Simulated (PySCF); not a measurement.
# C₅H₂F₄: magnetic properties

What do calculations give for the magnetic properties of C₅H₂F₄ (`F/C=C(/F)C#CC(F)F`)?

Programs: PySCF 2.14.0, with routines of our own; each step states its level. All values are computed. Atoms count from 0.

### 1 The system as given

11 atoms, charge 0, multiplicity 1; geometry from: GFN2-xTB.

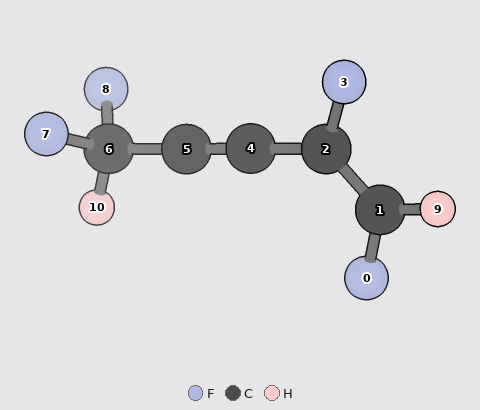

The starting geometry (fluorine light blue, carbon dark grey, hydrogen pink).

### 2 Magnetic properties: GIAO B3LYP/pcSseg-1

What the job is given:

```
{"job": {"kind": "mag", "xc": "B3LYP", "basis": "pcSseg-1", "isotopologues": 0}, "charge": 0, "multiplicity": 1}
F      2.110786    -1.821114    -0.029038
C      2.500791    -0.548900    -0.053834
C      1.617276     0.450725    -0.085768
F      2.082482     1.711213    -0.110035
C      0.214091     0.304252    -0.095885
C     -0.980509     0.162125    -0.099993
C     -2.426689     0.010742    -0.108314
F     -2.996817     0.699186     0.909833
F     -2.963946     0.497068    -1.253272
H      3.571863    -0.413690    -0.045575
H     -2.723903    -1.048936    -0.014163
```

With the program's defaults for keys left out, this is: GIAO B3LYP/pcSseg-1 magnetisability, rotational g tensor and spin-rotation constants, non-relativistic, gas phase.

The run is started by

```
> OMP_NUM_THREADS=1 python excited_run.py task.json out
```

The driver reads the jobs from task.json and runs them one after another.

Standard output:

```text
coarse grid: 11016 points
cycle   1  E = -590.7239981102  dE =  1.510e+00  |g| = 9.302e-01  |ddm| = 3.473e+00
cycle   2  E = -590.5433606726  dE =  1.806e-01  |g| = 1.446e+00  |ddm| = 2.071e+00
cycle   3  E = -590.8616287763  dE = -3.183e-01  |g| = 9.339e-02  |ddm| = 1.282e+00
cycle   4  E = -590.8628972238  dE = -1.268e-03  |g| = 4.684e-02  |ddm| = 1.099e-01
cycle   5  E = -590.8633075434  dE = -4.103e-04  |g| = 1.181e-02  |ddm| = 4.378e-02
cycle   6  E = -590.8633239437  dE = -1.640e-05  |g| = 6.261e-03  |ddm| = 1.560e-02
cycle   7  E = -590.8633324116  dE = -8.468e-06  |g| = 1.981e-03  |ddm| = 6.972e-03
final grid: 113200 points
cycle   8  E = -590.9459365577  dE = -2.698e-05  |g| = 8.241e-03  |ddm| = 3.572e-02
cycle   9  E = -590.9458988754  dE =  3.768e-05  |g| = 1.578e-02  |ddm| = 1.835e-02
cycle  10  E = -590.9459476636  dE = -4.879e-05  |g| = 2.667e-03  |ddm| = 1.279e-02
cycle  11  E = -590.9459492780  dE = -1.614e-06  |g| = 3.273e-04  |ddm| = 1.940e-03
cycle  12  E = -590.9459492977  dE = -1.973e-08  |g| = 9.004e-05  |ddm| = 3.690e-04
cycle  13  E = -590.9459492992  dE = -1.447e-09  |g| = 3.278e-05  |ddm| = 9.955e-05
cycle  14  E = -590.9459492994  dE = -1.796e-10  |g| = 1.070e-05  |ddm| = 3.740e-05
converged SCF energy = -590.9459492994

Magnetisability tensor (1e-30 J/T^2)
     -974.99       -4.13        0.31
       -4.13    -1007.27       -3.01
        0.31       -3.01    -1047.82
isotropic -1010.03   principal values   -1048.04  -1007.57   -974.47
isotropic susceptibility -60.825 1e-6 cm^3/mol

Inertial axes            a          b          c
rot. const./GHz      2.9438     0.6601     0.5958
chi total           -58.684    -60.695    -63.096
chi diamagnetic    -440.014  -1689.131  -1860.780
chi paramagnetic    381.330   1628.436   1797.684
quadrupole/D A        5.066     -2.205     -2.861
g nuclear            0.4858     0.4976     0.4973
g electronic        -0.5274    -0.5050    -0.5032
g total             -0.0416    -0.0074    -0.0059

Spin-rotation constants (kHz, H = +C I.J)
atom  isotope        aa         bb         cc
  0    19F        2.788      0.911      0.087
  3    19F        1.897      0.684      0.320
  7    19F        3.050      0.887      0.396
  8    19F        3.037      0.864      0.429
  9     1H        0.322     -0.064     -0.067
 10     1H       -0.251      0.046     -0.059
  1    13C*       1.270      0.284      0.148
  2    13C*       1.165      0.260      0.144
  4    13C*       0.195      0.220      0.200
  5    13C*       0.428      0.216      0.221
  6    13C*       0.905      0.197      0.152
* in the singly substituted isotopologue
```

Wall time 16 s (1 thread of AMD EPYC 9R14, shared host); peak memory 0.76 GiB.

In short:

```tsv
quantity	value
magnetisability	-1010·10⁻³⁰ J/T²
molar susceptibility	-60.8·10⁻⁶ cm³/mol
rotational g (a, b, c)	-0.0416, -0.0074, -0.0059
```

### 3 Magnetic properties: GIAO wB97X/cc-pVDZ

Settings changed since step 2:

```diff
@@ -1,2 +1,2 @@
-{"job": {"kind": "mag", "xc": "B3LYP", "basis": "pcSseg-1", "isotopologues": 0}, "charge": 0, "multiplicity": 1}
+{"job": {"kind": "mag", "xc": "wB97X", "basis": "cc-pVDZ"}, "charge": 0, "multiplicity": 1}
 F      2.110786    -1.821114    -0.029038
```

With the program's defaults for keys left out, this is: GIAO wB97X/cc-pVDZ magnetisability, rotational g tensor and spin-rotation constants, non-relativistic, gas phase.

Standard output:

```text
coarse grid: 11016 points
cycle   1  E = -590.6589699383  dE =  1.835e+00  |g| = 1.029e+00  |ddm| = 6.544e+00
cycle   2  E = -590.6748522848  dE = -1.588e-02  |g| = 1.085e+00  |ddm| = 3.837e+00
cycle   3  E = -590.8624463683  dE = -1.876e-01  |g| = 7.390e-02  |ddm| = 1.671e+00
cycle   4  E = -590.8634738549  dE = -1.027e-03  |g| = 2.572e-02  |ddm| = 1.679e-01
cycle   5  E = -590.8636423956  dE = -1.685e-04  |g| = 8.021e-03  |ddm| = 6.977e-02
cycle   6  E = -590.8636577989  dE = -1.540e-05  |g| = 2.588e-03  |ddm| = 1.833e-02
cycle   7  E = -590.8636597333  dE = -1.934e-06  |g| = 7.887e-04  |ddm| = 6.801e-03
final grid: 113200 points
cycle   8  E = -590.8743745807  dE = -8.990e-05  |g| = 1.076e-02  |ddm| = 1.286e-01
cycle   9  E = -590.8743744858  dE =  9.495e-08  |g| = 1.140e-02  |ddm| = 3.280e-02
cycle  10  E = -590.8743936389  dE = -1.915e-05  |g| = 4.760e-04  |ddm| = 1.522e-02
cycle  11  E = -590.8743936948  dE = -5.590e-08  |g| = 3.434e-04  |ddm| = 1.406e-03
cycle  12  E = -590.8743937202  dE = -2.543e-08  |g| = 1.198e-04  |ddm| = 6.551e-04
cycle  13  E = -590.8743937247  dE = -4.439e-09  |g| = 3.645e-05  |ddm| = 2.766e-04
cycle  14  E = -590.8743937260  dE = -1.314e-09  |g| = 2.002e-05  |ddm| = 1.385e-04
cycle  15  E = -590.8743937263  dE = -2.851e-10  |g| = 6.460e-06  |ddm| = 7.398e-05
converged SCF energy = -590.8743937263

Magnetisability tensor (1e-30 J/T^2)
     -982.33       -1.26        0.24
       -1.26    -1001.35       -3.13
        0.24       -3.13    -1042.33
isotropic -1008.67   principal values   -1042.57  -1001.20   -982.24
isotropic susceptibility -60.744 1e-6 cm^3/mol

Inertial axes            a          b          c
rot. const./GHz      2.9438     0.6601     0.5958
chi total           -59.157    -60.308    -62.766
chi diamagnetic    -437.687  -1686.744  -1858.264
chi paramagnetic    378.530   1626.436   1795.498
quadrupole/D A        5.208     -2.166     -3.042
g nuclear            0.4858     0.4976     0.4973
g electronic        -0.5235    -0.5043    -0.5026
g total             -0.0377    -0.0067    -0.0053

Spin-rotation constants (kHz, H = +C I.J)
atom  isotope        aa         bb         cc
  0    19F        2.330      0.787      0.037
  3    19F        1.513      0.592      0.237
  7    19F        2.495      0.760      0.324
  8    19F        2.478      0.728      0.362
  9     1H        0.308     -0.065     -0.068
 10     1H       -0.264      0.045     -0.059
  1    13C*       1.108      0.255      0.123
  2    13C*       1.038      0.231      0.120
  4    13C*       0.137      0.187      0.170
  5    13C*       0.346      0.186      0.191
  6    13C*       0.783      0.171      0.126
* in the singly substituted isotopologue
```

It took 18 s on 1 thread of AMD EPYC 9R14, shared host; peak memory 0.65 GiB.

From this job:

```tsv
quantity	value
magnetisability	-1009·10⁻³⁰ J/T²
molar susceptibility	-60.7·10⁻⁶ cm³/mol
rotational g (a, b, c)	-0.0377, -0.0067, -0.0053
```

### 4 The levels compared

```tsv
level	ξ (10⁻³⁰ J/T²)	g(a)	g(b)	gap (eV)	functions	time
GIAO B3LYP/pcSseg-1	-1010	-0.0416	-0.0074	5.55	163	16 s
GIAO wB97X/cc-pVDZ	-1009	-0.0377	-0.0067	10.36	136	18 s
```

### 5 What came out

| quantity | value |
| --- | --- |
| magnetisability (step 2, GIAO B3LYP/pcSseg-1) | -1010·10⁻³⁰ J/T² |
| molar susceptibility (step 2, GIAO B3LYP/pcSseg-1) | -60.8·10⁻⁶ cm³/mol |
| rotational g (a, b, c) (step 2, GIAO B3LYP/pcSseg-1) | -0.0416, -0.0074, -0.0059 |
| magnetisability over the levels | -1010 to -1009·10⁻³⁰ J/T² |

**Reading.** The magnetisability spreads by 0.1 % over 2 levels of like cost. Two levels can agree by chance, so this spread shows no convergence. Vibrational averaging and real surroundings are missing from these values.
